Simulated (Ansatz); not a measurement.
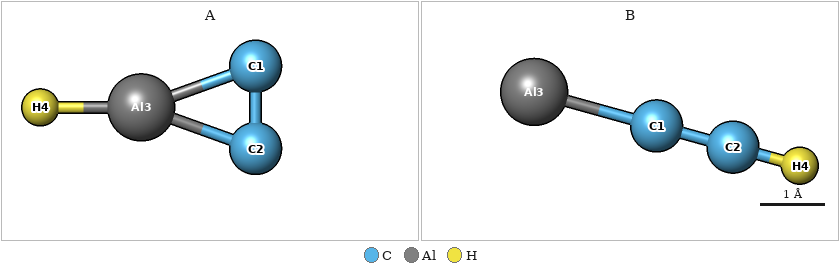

The two relaxed end points of a path for C₂HAl. Style: ball-and-stick. Shown face on.

Level of theory: RKS PBE-D4/def2-SVPD in Ansatz.

Run with 5 movable images; climbing image; force threshold 0.03 eV/Å; iteration limit 60.

Start:
```xyz
4

C     1.0418   -0.4524    0.8853
C    -0.1576   -0.4653    1.3537
Al   -0.1712    0.1777   -0.4337
H    -0.7129    0.7400   -1.8053
```

End:
```xyz
4

C     0.2504   -0.1308    0.2743
C    -0.5379    0.2807   -0.5883
Al    1.5145   -0.7903    1.6565
H    -1.2270    0.6404   -1.3425
```

> What barrier does the band find between them, and by what path?

The highest point, image 2, lies 58.8 kcal/mol above the start and 95.8 kcal/mol above the end; the end is at −37.0 kcal/mol relative to the start. Breaking: Al3–H4 (1.58 → 1.65 at the top → 4.31 Å), C2–Al3 (1.90 → 2.05 at the top → 3.22 Å). Forming: C2–H4 (3.43 → 1.86 at the top → 1.08 Å). The band is converged. At the top, the vibrational analysis gives one imaginary mode (1205i cm⁻¹), as a transition state must have.

Energies of the converged images:

```
image  path (Å)  E (kcal/mol)
    0      0.00           0.0
    1      0.80          21.3
    2      1.60          58.8
    3      2.36          -8.7
    4      3.11         -29.2
    5      3.87         -35.0
    6      4.63         -37.0
```

The geometry at the top of the path:

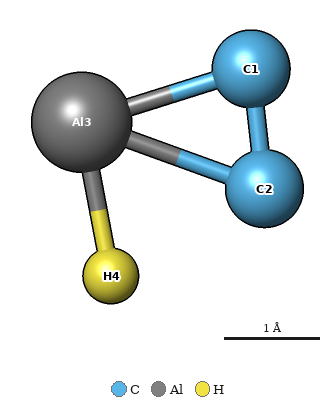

The run took about 110 core-seconds on a shared host.
